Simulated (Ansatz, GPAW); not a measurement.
# A 4-layer slab of Rh(110): work function by functional and basis, part 3 of 3

Aim: the work function of both faces of a 4-layer slab of Rh(110), and its spread over functionals and bases.

GPAW 26.7.0 and Ansatz 0.2.0; GPAW, PAW setups; slab in vacuum (the session's first sound run).

So far, upper work function (eV): step 2 (relaxation, PBE, GPAW) 4.64; step 5 (OptPBE vdW: xc = "optPBE-vdW", GPAW, PAW setups, GPAW) 4.85; step 6 (self-consistent run: xc = "RPBE") 4.47; step 7 (real-space grid: mode = "fd", PBE, GPAW) 4.64; step 8 (atomic orbitals: mode = "lcao", PBE, GPAW) 4.66.

## (10) A second plane-wave code

A second program with its own datasets checks the number independently.

This step: Ansatz plane waves; slab in vacuum with a dipole correction; PAW set soft_1 (Ansatz 0.2.0).

The input, input.yaml:

```yaml
crystal:
  lattice:
    - [3.8, 0.0, 0.0]
    - [0.0, 2.6870057685, 0.0]
    - [0.0, 0.0, 18.0305086528]
  atoms:
    - { symbol: Rh, position: [0.5, 0.4999989266, 0.3882308666] }
    - { symbol: Rh, position: [0.0, 0.0, 0.4627434622] }
    - { symbol: Rh, position: [0.5, 0.4999989266, 0.539501523] }
    - { symbol: Rh, position: [0.0, 0.0, 0.6087297544] }
kpoints:
  mp_grid: { grid: [8, 12, 1] }
hamiltonian:
  xc: pbe
  pseudopotentials: { kind: paw, azcp: { folder: soft_1 } }
scf:
  occupations: { method: fermi_dirac, width: 0.1 }
efield:
  axis: 3
  dipole_correction: true
  ramp_width: 0.05
output:
  forces: true
  write_potential: true
  write_density: true
  volumetric_format: npy
  elf: true
```

Command:

```sh
$ ansatz run input.yaml --threads 4 --pin off --max-ram 8192MiB --backend cpu --events-out ev --progress --plain --runs-dir out
```

Numbers of over 12 decimals in the logs are rounded to 6 here.

Output:

```text
Warning: the atoms were moved onto the symmetric positions of the space group found under crystal.symmetry.tolerance 1.0e-5 (fractional; no operation is sought that the atoms, as they stand in a round, miss by more than twice it, and no atom is moved by as much as it), and the run uses the moved positions. Before a round's move an operation carried an atom to 2.88e-6 Å from where it should land, the largest such dist [...]
Engine: ansatz 0.2.0, aarch64-unknown-linux-gnu
Pseudopotentials: kind: paw
Pseudopotential: Rh, paw, valence charge 17, recommended cutoff 420 eV (normal), soft_1/Rh.paw.azcp
Functional definition: PBE
  parameter kappa = 0.804
  parameter beta = 0.066725
  exchange = pbe_x(kappa = kappa, mu = beta*pi^2/3)
  correlation = pbe_c(beta = beta)
Crystal: 4 atoms, lattice volume = 184.103 Å³
Basis set: ecut = 420 eV, 3601 PW (Γ), exchange–correlation on 54×36×250 points (8 copies of the dense FFT grid, shifted against one another)
Bands: 41, of which v1, the nominal top of the filled ones, is band 34 counted from 1 (33 counted from 0)
Symmetry: 4 space group operations
Space group: Pmm2 (ITA 25), of the structure as read, at distance tolerance 5.7e-5 Å
k-points: 35 of 96
Non-local potential: Rh, projectors of the file, l = 0: 3, l = 1: 2, l = 2: 2, l = 3: 1
PAW form: soft (Blöchl's): semilocal exchange-correlation on the pseudo side does not see the compensation charge
PAW one-centre angular grid: Rh, 590 points (default); XC on 64 Gauss nodes
Initial density: superposition of atomic densities (neutral atoms: chi_scale 0, normalization atom)
Initial wavefunctions: pseudopotential atomic-orbital guess
Functional: x = pbe(κ = 0.804, μ = 0.219515), c = pbe(β = 0.066725)
SCF iter   1: F=—  HF=-25610.339537 eV  |F-HF|=—  |Δ(HF+E_count)|=         —  Δρ=5.07e-2  dr2=6.30e0  ethr=3.10e-3  p=0.000 e·Å  D=1.64e-5 V/Å  ΔV_dip=-0.00 eV  dr2_dipole=7.95e-3  V_vac-E_F(+/−)=5.70/5.70 eV  ⟨swp⟩=8.2  Hψ=6295  notcnv=0
efield: sawtooth ramp at fractional position 0.9735 (placed from the atoms, in the widest stretch of the axis that holds none; the zero of the levels goes with the place), width 0.0500; the density the first Hamiltonian is built on has a dipole p = 0.000 e·Å; the dipole correction subtracts the counter field D = 1.64e-5 V/Å, which shifts the + side's vacuum level by -0.00 eV against the − side's; the planar-averaged density in the ramp window peaks in size at 3.3e-5 e/Å³
preconditioner: auto → LDOS  [metal: Δε(μ)=0.006 eV  Ē_g=5.172 eV  σ=0.100 eV  W_gap=0.01  n_scr=30 (ndim 8)  ℏωp=16.4 eV  f_vac=0.599  D(μ)=8.57/eV (n_scr^D=72)  β→1.0]
SCF iter   2: F=—  HF=-25611.259393 eV  |F-HF|=—  |Δ(HF+E_count)|=   9.20e-1  Δρ=6.34e-2  dr2=9.10e0  ethr=3.10e-3  p=0.005 e·Å  D=4.69e-3 V/Å  ΔV_dip=-0.08 eV  dr2_dipole=4.16e-3  V_vac-E_F(+/−)=4.75/4.83 eV  ⟨swp⟩=3.5  Hψ=4031  notcnv=0  defer=3
SCF iter   3: F=—  HF=-25608.682033 eV  |F-HF|=—  |Δ(HF+E_count)|=    2.58e0  Δρ=1.16e-2  dr2=2.11e-1  ethr=3.10e-3  p=0.003 e·Å  D=2.56e-3 V/Å  ΔV_dip=-0.05 eV  dr2_dipole=1.56e-3  V_vac-E_F(+/−)=4.99/5.04 eV  ⟨swp⟩=2.5  Hψ=3188  notcnv=0  defer=6
SCF iter   4: F=—  HF=-25608.619804 eV  |F-HF|=—  |Δ(HF+E_count)|=   6.22e-2  Δρ=2.64e-3  dr2=1.91e-2  ethr=3.11e-4  p=0.004 e·Å  D=3.58e-3 V/Å  ΔV_dip=-0.06 eV  dr2_dipole=4.04e-5  V_vac-E_F(+/−)=4.82/4.89 eV  ⟨swp⟩=3.0  Hψ=3518  notcnv=0  defer=6
SCF iter   5: F=—  HF=-25608.617696 eV  |F-HF|=—  |Δ(HF+E_count)|=   2.11e-3  Δρ=9.93e-4  dr2=5.11e-3  ethr=2.80e-5  p=0.003 e·Å  D=3.31e-3 V/Å  ΔV_dip=-0.06 eV  dr2_dipole=9.04e-6  V_vac-E_F(+/−)=4.74/4.80 eV  ⟨swp⟩=2.0  Hψ=2147  notcnv=0  defer=6
SCF iter   6: F=—  HF=-25608.617647 eV  |F-HF|=—  |Δ(HF+E_count)|=   4.92e-5  Δρ=3.94e-4  dr2=5.23e-4  ethr=7.51e-6  p=0.004 e·Å  D=3.46e-3 V/Å  ΔV_dip=-0.06 eV  dr2_dipole=2.24e-7  V_vac-E_F(+/−)=4.68/4.74 eV  ⟨swp⟩=2.1  Hψ=2088  notcnv=0  defer=6
SCF iter   7: F=—  HF=-25608.617576 eV  |F-HF|=—  |Δ(HF+E_count)|=   7.02e-5  Δρ=1.40e-4  dr2=3.88e-5  ethr=7.70e-7  p=0.003 e·Å  D=3.37e-3 V/Å  ΔV_dip=-0.06 eV  dr2_dipole=6.76e-8  V_vac-E_F(+/−)=4.66/4.72 eV  ⟨swp⟩=2.1  Hψ=2109  notcnv=0  defer=6
SCF iter   8: F=—  HF=-25608.617444 eV  |F-HF|=—  |Δ(HF+E_count)|=   1.32e-4  Δρ=3.70e-5  dr2=4.17e-6  ethr=5.71e-8  p=0.003 e·Å  D=3.40e-3 V/Å  ΔV_dip=-0.06 eV  dr2_dipole=4.57e-7  V_vac-E_F(+/−)=4.66/4.72 eV  ⟨swp⟩=2.9  Hψ=3112  notcnv=0  defer=6
SCF iter   9: F=—  HF=-25608.617446 eV  |F-HF|=—  |Δ(HF+E_count)|=   2.17e-6  Δρ=1.53e-5  dr2=5.18e-7  ethr=6.14e-9  p=0.003 e·Å  D=3.39e-3 V/Å  ΔV_dip=-0.06 eV  dr2_dipole=1.74e-8  V_vac-E_F(+/−)=4.66/4.72 eV  ⟨swp⟩=2.1  Hψ=1990  notcnv=0  defer=6
SCF iter  10: F=-25608.617446 eV  HF=-25608.617446 eV  |F-HF|=6.92e-8  |Δ(HF+E_count)|=   1.89e-7  Δρ=4.63e-6  dr2=9.71e-8  ethr=1.47e-10  p=0.003 e·Å  D=3.39e-3 V/Å  ΔV_dip=-0.06 eV  dr2_dipole=1.02e-8  V_vac-E_F(+/−)=4.66/4.72 eV  ⟨swp⟩=15.9  Hψ=12096  notcnv=0
SCF 1 converged in 10 iterations: F = -25608.617446 eV  dr2 = 9.71e-8
  greatest PAW one-centre occupation: 1.000 electrons in one spin orbital (limit 2), on the Rh atom at site 2 (counted from 0), in its partial waves of l = 0
WARN: The output density's exchange-correlation potential varies sharply where the density is thin. Do not read a vacuum level from v_tot or v_xc, or from such a field of the output density. On a cell that repeats whose density bears no net charge and no dipole along the vacuum's axis use v_es (v_loc + v_h of the components); under efield.dipole_correction with no amplitude use v_es + v_field, which holds any externa [...]
SCF converged after 10 iterations
Free energy (F): -25608.617446 eV
Harris-Foulkes:  -25608.617446 eV  (|F-HF|=6.92e-8)
Internal energy: -25608.318298 eV  (E = F + TS)
E sigma→0 (E₀):  -25608.467872 eV
Entropy (-TS):   -0.299148 eV (-74.787 meV/atom)
Fermi energy:    3.404143 eV
Dipole field:    D = 0.003533 V/Å  (p = 0.003594 e·Å, saw-weighted, corrected)
Work function:   Φ+ = 4.6576 eV   Φ− = 4.7212 eV
Levels:          The Fermi level and band energies are counted from a zero that moves with the ramp; work functions are not
--- Per-component energies (eV) ---
  E_band       = -1599.280649
  E_kinetic    = 2142.036899
  E_local      = -67813.288503  (includes V_loc(G=0)·N_el)
  E_nonlocal   = 1198.572508
  E_hartree    = 32517.671234
  E_xc         = -801.181352
  E_vxc        = -1004.581479  (∫ρ·V_xc dr)
  E_paw        = -14414.711039  (= ΣΔE_a)
  E_vpaw       = -1157.369056  (= ΣTr[D̂ρ^β])
  E_aug_tail   = 0.000271  (compensation charges beyond the density's cutoff)
  E_efield     = 0.000006  (sawtooth field / dipole correction)
  E_vefield    = -0.005710  (∫n·V_field dr)
  E_ewald      = 21562.581679
  E_smearing   = -0.299148  (= −TS)
  E_closure    = 0.000000  (closes the sum)
  Σ components = -25608.617446   (vs F -25608.617446, Δ=0.00e0)
--- Forces (eV/Å), atoms counted from 1 ---
  atom   1  Rh    -0.00000000     0.00000000     0.64892767
  atom   2  Rh     0.00000000     0.00000000    -0.50957082
  atom   3  Rh    -0.00000000     0.00000000    -0.05742873
  atom   4  Rh     0.00000000     0.00000000    -0.08201769
  max |Σ_I F_I| component: 8.96e-5 eV/Å
--- Band table (eV; the first three rows and the last of 35) ---
  k-point 0: bands = [... 30 lower, 2.1631, 2.5039, 2.9708, 3.0268, 3.3401, 3.5941, 3.7104, 4.3236, ... 3 higher]
  k-point 1: bands = [... 30 lower, 2.2929, 2.6192, 2.6756, 3.0249, 3.3192, 3.5820, 3.9079, 4.0619, ... 3 higher]
  k-point 2: bands = [... 30 lower, 2.4861, 2.6007, 2.8405, 2.8502, 3.3298, 3.5673, 3.6906, 4.2169, ... 3 higher]
  k-point 34: bands = [... 30 lower, 2.8136, 2.8290, 4.0007, 4.0152, 4.0693, 4.0986, 6.1008, 6.1081, ... 3 higher]
```

Elapsed: 11 s, on 4 threads of Arm Neoverse V1, shared host; peak memory 0.61 GiB.

Reading the cycles: dr2 is the Hartree energy of the density residual (eV), the measure of convergence; HF is the Harris–Foulkes estimate of the energy, which meets the free energy F at convergence.

Numbers from this step:

- free energy: -25608.6174 eV
- smearing term TS: 0.2991 eV
- symmetry operations: 4
- upper work function: 4.658 eV
- lower work function: 4.721 eV
- dipole along the normal: 0.003594 e·Å
- dipole field: 0.003533 V/Å
- vacuum level above: 8.062 eV
- vacuum level below: 8.125 eV

The electrostatic potential energy of an electron (with the applied field's), less the Fermi level, planar mean oscillates, so the rows of the table below give means over windows of 1 Å about each position, cut where the curve ends. Its maxima inside the range that stand out by 2 % of the span (Å: eV): 7.6: -10.4, 9.1: -10.1, 10.4: -12.6. Its minima: 7.1: -13.6, 8.4: -14.3, 9.8: -14.5, 11.0: -13.9.

Table of electrostatic potential energy of an electron (with the applied field's), less the Fermi level, planar mean by z; means over each step:

```csv
z (Å),"electrostatic potential energy of an electron (with the applied field's), less the Fermi level, planar mean (eV)"
0,4.71
1,4.72
2,4.72
3,4.72
4,4.70
5,4.45
6,0.601
7,-11.7
8,-12.3
9,-11.4
10,-13.5
11,-12.0
12,0.777
13,4.41
14,4.64
15,4.66
16,4.66
17,4.66
```

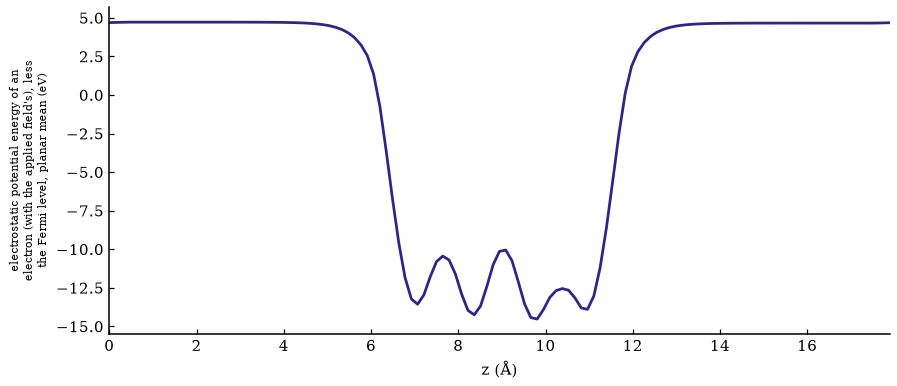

Electrostatic potential energy of an electron (with the applied field's), less the Fermi level, planar mean against z.

The valence density, planar mean oscillates, so the rows of the table below give means over windows of 1.3 Å about each position, cut where the curve ends. Its maxima inside the range that stand out by 2 % of the span (Å: e/Å³): 7.1: 1.57, 8.4: 1.62, 9.7: 1.62, 11.0: 1.60. Its minima: 7.6: 0.831, 9.1: 0.778, 10.4: 0.994.

The valence density, planar mean by z; means over each step:

```csv
z (Å),"valence density, planar mean (e/Å³)"
3.25,1.4e-4
4.55,0.00359
5.85,0.166
7.15,1.20
8.45,1.23
9.75,1.28
11.05,1.17
12.35,0.0760
13.65,0.00200
14.95,7.7e-5
```

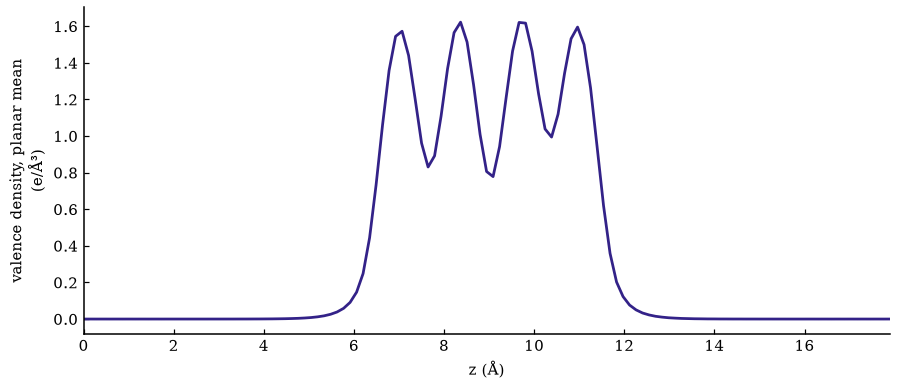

Valence density, planar mean against z.

Force by atom:

```csv
atom,x (eV/Å),y (eV/Å),z (eV/Å),size
Rh1,0.000,0.000,0.649,0.649
Rh2,0.000,0.000,-0.510,0.510
Rh3,0.000,0.000,-0.057,0.057
Rh4,0.000,0.000,-0.082,0.082
```

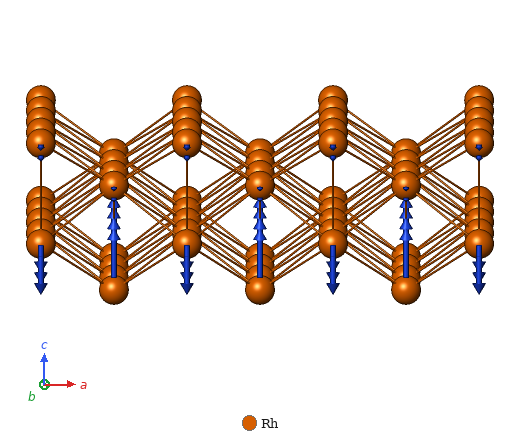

Force as arrows, the longest 0.649 eV/Å. 3×4×1 cells are drawn. Some periodic images of atoms are drawn too.

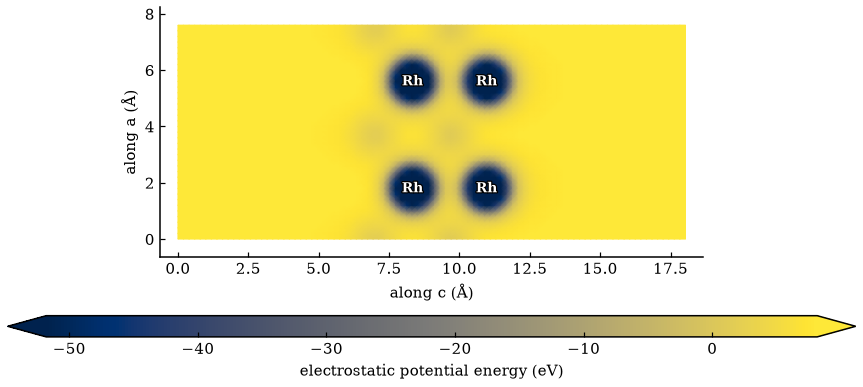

Electrostatic potential energy in the ca plane at fractional y = 0.000, with atoms of Rh within 0.2 Å of it. With pseudopotentials it is smooth inside the atoms' cores, unlike the true potential. The map starts off the cell's origin, so that atoms lie inside it.

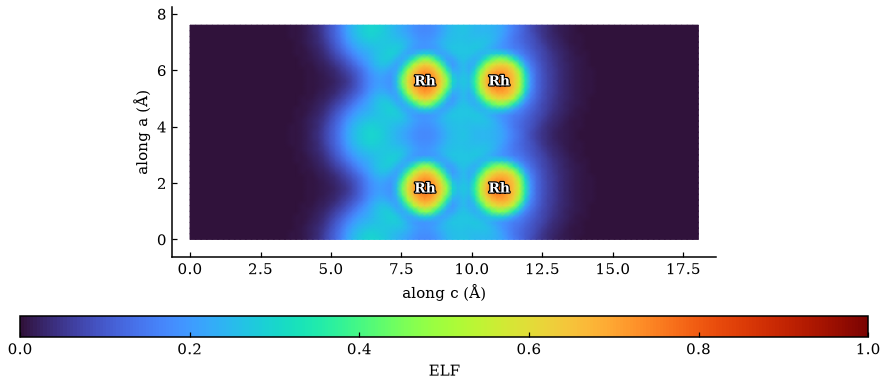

ELF in the ca plane at fractional y = 0.000, with atoms of Rh within 0.2 Å of it. It is the smooth field of the valence electrons, not physical close to the nuclei. The map starts off the cell's origin, so that atoms lie inside it.

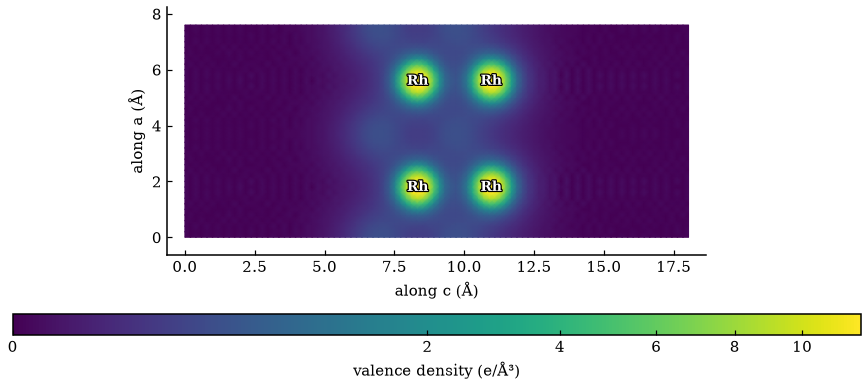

Valence density in the ca plane at fractional y = 0.000, with atoms of Rh within 0.2 Å of it. It is the smooth field of the valence electrons, not physical close to the nuclei. The map starts off the cell's origin, so that atoms lie inside it. The colour scale is stretched toward low values.

The upper face's work function is 4.658 eV, against 4.642 eV in the first plane-wave PBE run at this geometry.

## (11) Side by side

Results and costs are gathered.

This step: comparison of work functions, dipole and cost; PAW set soft_1 (GPAW 26.7.0).

Ladder, by row:

```csv
step,code,"work function, upper (eV)","work function, lower (eV)",dipole (e Å),wall time (s),peak memory (GiB),threads
pw,GPAW,4.642,4.705,0.003507,222.5,0.27,1
revPBE,GPAW,4.49,4.551,0.003417,226,0.27,1
optPBE-vdW,GPAW,4.848,4.909,0.003444,224.3,0.38,1
RPBE,GPAW,4.471,4.532,0.00342,230.1,0.27,1
fd,GPAW,4.643,4.704,0.003465,1215,1.37,1
lcao,GPAW,4.66,4.717,0.003196,1802,0.4,1
ansatz,Ansatz,4.658,4.721,0.003594,10.86,0.612,4
```

## (12) A changed run

One more run, with changed settings.

This step: GPAW, PAW setups; slab in vacuum (GPAW 26.7.0).

The input, run.py:

```python
import json
import numpy as np
from ase import Atoms
from gpaw import GPAW, PW

slab = Atoms(
    ['Rh', 'Rh', 'Rh', 'Rh'],
    positions=[
        [1.90000, 1.34350, 7.00000],
        [0.00000, 0.00000, 8.34350],
        [1.90000, 1.34350, 9.72749],
        [-0.00000, 0.00000, 10.97571]],
    cell=[[3.8, 0.0, 0.0], [0.0, 2.68701, 0.0], [0.0, 0.0, 18.03051]],
    pbc=[True, True, False])

slab.calc = GPAW(mode=PW(400), xc='PBE', kpts={'size': (8, 12, 1), 'gamma': True},
                 occupations={'name': 'fermi-dirac', 'width': 0.1}, nbands='80%',
                 convergence={'density': 1e-05}, maxiter=50,
                 poissonsolver={'dipolelayer': 'xy'},
                 symmetry={'tolerance': 1e-3}, txt='slab.txt')
result = {}
energy = slab.get_potential_energy()
fermi = slab.calc.get_fermi_level()
v = slab.calc.get_electrostatic_potential().mean((0, 1)) - fermi
n = slab.calc.get_pseudo_density().mean((0, 1))
L = slab.cell[2, 2]
z = np.arange(len(v)) * L / len(v)
low, high = slab.positions[:, 2].min(), slab.positions[:, 2].max()
below, above = np.interp([low - 4.8, high + 4.8], z, v)
slopes = [np.interp(x, z, np.gradient(v, z)) for x in (low - 4.8, high + 4.8)]
eps = np.array([[slab.calc.get_eigenvalues(k, s) for k in range(len(slab.calc.get_ibz_k_points()))]
                for s in range(slab.calc.get_number_of_spins())]) - fermi
top, bottom = eps[eps < 0].max(), eps[eps > 0].min()
dipole = slab.get_dipole_moment()[2]
print(f'energy {energy:.4f} eV, Fermi level {fermi:.4f} eV, dipole {dipole:.5f} e A')
print(f'potential 4.8 A off the faces, from the Fermi level: lower {below:.4f} eV, upper {above:.4f} eV')
print(f'slope of the potential there: lower {slopes[0]:.5f}, upper {slopes[1]:.5f} eV/A')
print(f'nearest levels on the mesh: {top:.4f} and {bottom:.4f} eV')
print('magnetic moment', round(slab.get_magnetic_moment(), 3))
result.update(energy=energy, fermi=fermi, dipole=dipole, below=below, above=above, slopes=slopes, edges=[top, bottom],
              z=z.tolist(), v=v.tolist(), n=n.tolist(), positions=slab.positions.tolist(),
              forces=slab.get_forces(apply_constraint=False).tolist(), moments=slab.get_magnetic_moments().tolist())
json.dump(result, open('result.json', 'w'))
```

Command:

```sh
$ OMP_NUM_THREADS=1 OPENBLAS_NUM_THREADS=1 python run.py
```

Output:

```text
ValueError: Too few bands!  Electrons: 60.0, bands: 80%
```

The job ended after 0.94 s (1 thread; peak memory 0.1 GiB).

The input was rejected at the start.

The program's message: “ValueError: Too few bands! Electrons: 60.0, bands: 80%”

The change that led to it: nbands = "80 % of the filled bands".

## (13) Results

```json
{
 "work function, upper and lower face": "4.642 and 4.705 eV",
 "dipole along the normal": "0.00351 e Å"
}
```

**Reading.** With plane waves and PBE the work function is 4.64 eV on the upper face and 4.70 eV on the lower. The two faces differ by 0.062 eV, the step that the slab's dipole makes (e p/(ε0 A) gives 0.062 eV), so the dipole layer is needed. The lowest atoms were held at bulk positions, which alone makes the faces unlike. Over the sound runs of the table the upper face's work function spans 4.471 (RPBE) to 4.848 eV (optPBE-vdW). The two plane-wave codes differ by 0.015 eV on the upper face. The slab is only 4.0 Å thick between its outer nuclei, so the values belong to this film more than to the surface of the bulk metal. The in-plane lattice was kept as typed, which isn't the functional's own and leaves some strain; spin-orbit coupling and temperature are left out.

[Logs are printed without paths, hosts, clocks, repeated set-up lines and the standing remarks that a program may print on its own settings, such as how far it seeks lower states.]

[Hosts, paths, dates, database ids (printed as entryN), source tags and the programs' standing remarks are cut or masked in the printed files.]
